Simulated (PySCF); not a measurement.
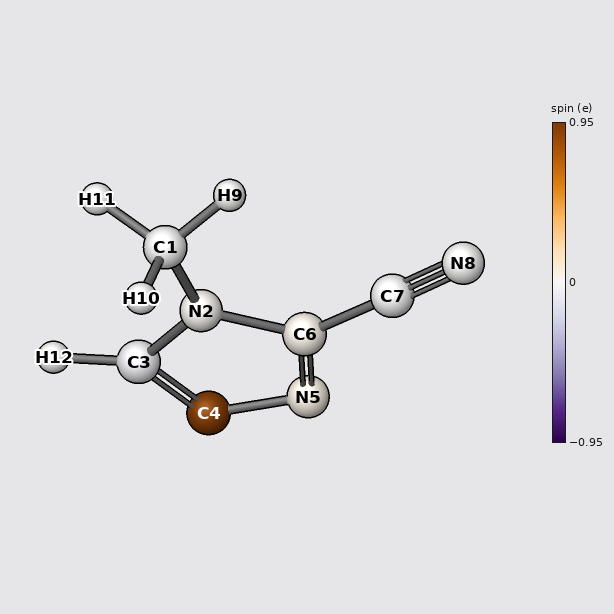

Atoms are coloured by their Mulliken spin populations. Charge 0, doublet. The computed structure is the end point of a GFN2-xTB optimisation. No frequency run is at hand to confirm it as a minimum. Level of theory: UKS B3LYP, pcH-1 on C H N, non-relativistic (PySCF 2.14.0).

Give the Mulliken spin populations atom by atom.

```tsv
atom	value (e)
C1	0.00
N2	0.02
C3	−0.04
C4	0.92
N5	0.05
C6	0.04
C7	0.00
N8	0.00
H9	0.00
H10	0.00
H11	0.00
H12	0.00
```

Mulliken values depend strongly on the basis set.
